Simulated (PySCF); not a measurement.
B(Cl)2(OSiH3), H3BCl2OSi, SMILES O([SiH3])B(Cl)Cl at its PBE0/def2-SVP optimised geometry (Å):

```
8

B     -0.3050    -0.8992     0.0000
Cl    -1.1458    -2.4421     0.0000
Cl     1.4625    -0.8992     0.0000
O     -1.0055     0.2331     0.0000
Si    -0.7749     1.9029     0.0141
H      0.6788     2.2216     0.0518
H     -1.4625     2.4276     1.2236
H     -1.4028     2.4421    -1.2212
```

Calculation: PBE0/def2-TZVP in PySCF.

Map of the Laplacian of the electron density (e/bohr⁵) on the plane z = 0.8 Å:

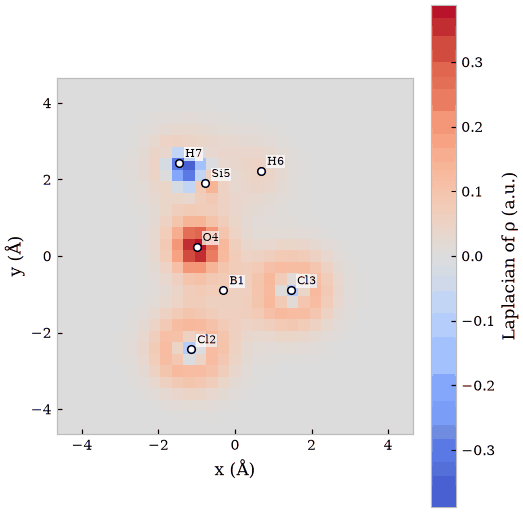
Figure. Laplacian of the electron density (e/bohr⁵) on the plane z = 0.8 Å.
